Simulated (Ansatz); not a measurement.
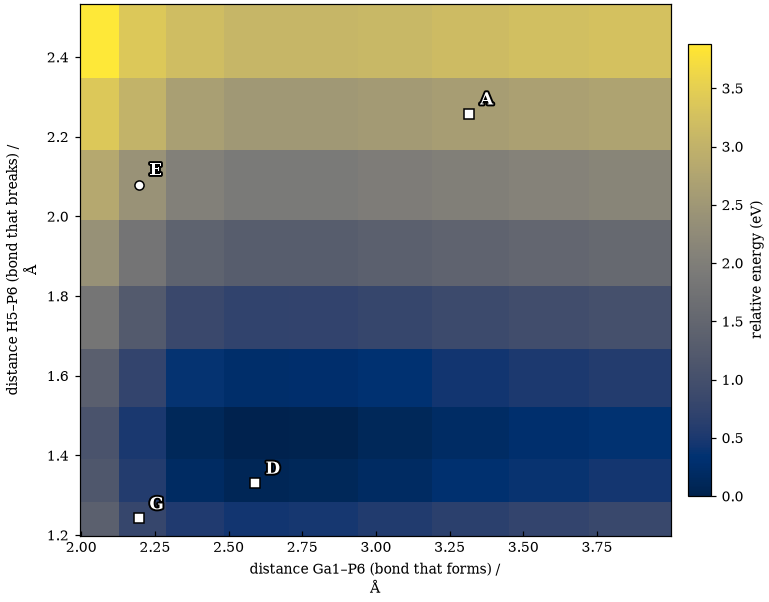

The reacting system BrGaH5P (fragments BrGaH₂ + H₃P where the first distance is long, BrGaH₄P + H where the second is long). First axis: distance Ga1–P6 (bond that forms). Second axis: distance H5–P6 (bond that breaks). Relaxed at each point: all other coordinates. Grid: 9 × 9 points. Points are written as (first, second). Energies: eV, counted from the lowest grid point. Energies and slopes of some neighbouring points disagree (a jump in structure or state, or too coarse a mesh). The reference is spin-restricted, so regions where a bond is pulled apart into radicals lie too high. The calculation used RKS B3LYP-D4/def2-SVP (Ansatz 0.2.0).

The picture shows one coloured cell a grid point, lettered points.

Question: Is D the lowest point of the computed grid?

Answer: No. D lies 0.08 eV above the lowest grid point, which is at (2.589 Å, 1.454 Å).

Question: Rank the lettered points by energy, lowest first.

Answer: D (0.08 eV), G (0.80 eV), E (2.41 eV), A (2.61 eV).
